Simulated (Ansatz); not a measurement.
# GeH7NSSi: one species, many methods

Aim: compute GeH7NSSi with functionals from several rungs and with coupled cluster, and see how far each lands from CCSD(T) at the basis-set limit for the atomisation energy.

Computed with Ansatz 0.2.0, Gaussian basis. Level: functionals in def2-TZVPP, the program's frozen cores in correlated methods.

The runs, in order: LDA (SPW92), PBE-D4, revPBE-D4, BLYP-D4, r2SCAN-D4, B97M-V, PBE0-D4, B3LYP-D4, r2SCANh-D4, r2SCAN0-D4, HSE06-D4, BHLYP-D4, CAM-B3LYP-D4, LC-ωPBE, ωB97X-V, ωB97M-V, B2PLYP, PBE-QIDH; CCSD(T)/def2-SVP; CCSD(T)/def2-TZVPP; MP2/def2-QZVPP; extrapolation to the limit; RPA on PBE.

### 1 Structure used throughout

An earlier PBE0-D4 in a triple-zeta def2 set relaxation fixed the geometry.

SMILES `N[SiH2][S][GeH3]`, 11 atoms, charge 0, spin multiplicity 1.

Atoms are counted from 1 here; the program's logs count them from 0.

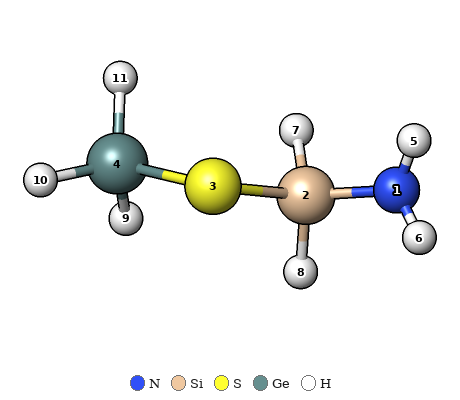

The structure; nitrogen blue, silicon light orange, sulfur yellow, germanium teal, hydrogen white; atoms are numbered from 1 in the order of the file.

Coordinates:

```mol
GeH7NSSi
  3D, bonds by distance, orders not assigned

 11 10  0  0  0  0  0  0  0  0999 V2000
   -0.6456    2.3265   -0.8631 N   0  0
   -0.4015    0.6512   -0.6341 Si  0  0
    1.2309    0.2162    0.6908 S   0  0
    0.7271   -1.9187    1.0485 Ge  0  0
   -0.9234    2.9099   -0.0899 H   0  0
   -0.0552    2.8318   -1.5040 H   0  0
   -1.6270    0.0491   -0.0470 H   0  0
   -0.1248    0.0590   -1.9661 H   0  0
    0.3321   -2.5849   -0.2805 H   0  0
    1.9904   -2.5718    1.6215 H   0  0
   -0.4378   -2.0255    2.0445 H   0  0
  1  2  8  0
  2  3  8  0
  3  4  8  0
  1  5  8  0
  1  6  8  0
  2  7  8  0
  2  8  8  0
  4  9  8  0
  4 10  8  0
  4 11  8  0
M  END
```

### 2 LDA

This LDA is Slater exchange with PW92 correlation.

The input, in.yaml:

```yaml
crystal:
  periodic: [false, false, false]
  atoms:
    - {symbol: N, position_ang: [-0.645597, 2.326540, -0.863097]}
    - {symbol: Si, position_ang: [-0.401512, 0.651247, -0.634087]}
    - {symbol: S, position_ang: [1.230949, 0.216210, 0.690801]}
    - {symbol: Ge, position_ang: [0.727129, -1.918665, 1.048456]}
    - {symbol: H, position_ang: [-0.923364, 2.909943, -0.089930]}
    - {symbol: H, position_ang: [-0.055153, 2.831809, -1.504017]}
    - {symbol: H, position_ang: [-1.626952, 0.049066, -0.047016]}
    - {symbol: H, position_ang: [-0.124784, 0.058990, -1.966088]}
    - {symbol: H, position_ang: [0.332059, -2.584940, -0.280523]}
    - {symbol: H, position_ang: [1.990378, -2.571760, 1.621478]}
    - {symbol: H, position_ang: [-0.437754, -2.025541, 2.044522]}
basis:
  gaussian: {orbitals: def2-TZVPP}
hamiltonian: {xc: lda}
output: {orbitals: {seedname: orbitals}}
```

Launch:

```sh
ansatz run in.yaml --threads 4 --pin off --events-out ev --progress --plain --max-ram 10444MiB
```

Further steps of the session: PBE-D4 (GGA); revPBE-D4 (GGA); BLYP-D4 (GGA); r2SCAN-D4 (meta-GGA); B97M-V (meta-GGA); B3LYP-D4 (hybrid); r2SCANh-D4 (hybrid); r2SCAN0-D4 (hybrid); HSE06-D4 (hybrid); BHLYP-D4 (hybrid); CAM-B3LYP-D4 (range-separated); LC-ωPBE (range-separated); ωB97X-V (range-separated); ωB97M-V (range-separated); B2PLYP (double hybrid); PBE-QIDH (double hybrid); CCSD(T) in def2-SVP; CCSD(T) in def2-TZVPP; MP2 in def2-QZVPP; RPA on PBE orbitals.

Q: Predict the results of all the runs planned. Wanted: atomisation energy, CCSD(T)/CBS; farthest beyond LDA; mean size of error, GGA; mean size of error, meta-GGA; mean size of error, hybrid; mean size of error, range-separated; mean size of error, double hybrid; gap, smallest and largest; T1 diagnostic.

**Answer**, as computed:

| quantity | value |
| --- | --- |
| atomisation energy, CCSD(T)/CBS | 3354.2 kJ/mol |
| functionals within 33.5 kJ/mol (1.0 %) | PBE-D4, r2SCAN-D4, B97M-V, B3LYP-D4, r2SCANh-D4, CAM-B3LYP-D4, ωB97X-V, ωB97M-V |
| farthest beyond LDA | revPBE-D4 (-82.2 kJ/mol) |
| mean size of error, GGA | 49.7 kJ/mol |
| mean size of error, meta-GGA | 19.6 kJ/mol |
| mean size of error, hybrid | 47.4 kJ/mol |
| mean size of error, range-separated | 25.5 kJ/mol |
| mean size of error, double hybrid | 62.1 kJ/mol |
| gap, smallest and largest | 4.79 eV (LDA (SPW92)), 11.85 eV (LC-ωPBE) |
| T1 diagnostic | 0.0111 |
| triples share of the correlation energy | 3.8 % |

What this shows: LDA overbinds by 408.2 kJ/mol (12 %). PBE-D4 misses by -17.6 kJ/mol. Double hybrids carry the basis error of their MP2 part in triple zeta, and no dispersion term here, so their miss is partly the set-up's. The rungs meta-GGA, range-separated miss on average by less than the doubt on the reference (33.5 kJ/mol), so they tie. Misses under about 33.5 kJ/mol are within the doubt on the reference itself, which lacks core-valence correlation, relativity and higher excitations, and its outer-core shells are covered unevenly. Hartree-Fock recovers 71 % of the binding; the rest is correlation. CCSD(T) in def2-SVP is off by -288.8 kJ/mol, so the small basis spoils what the method gains. Orbital gaps span 4.8 to 11.9 eV; exact exchange widens them. Correlated methods include outer-core shells of Ge, which these sets cover unevenly.
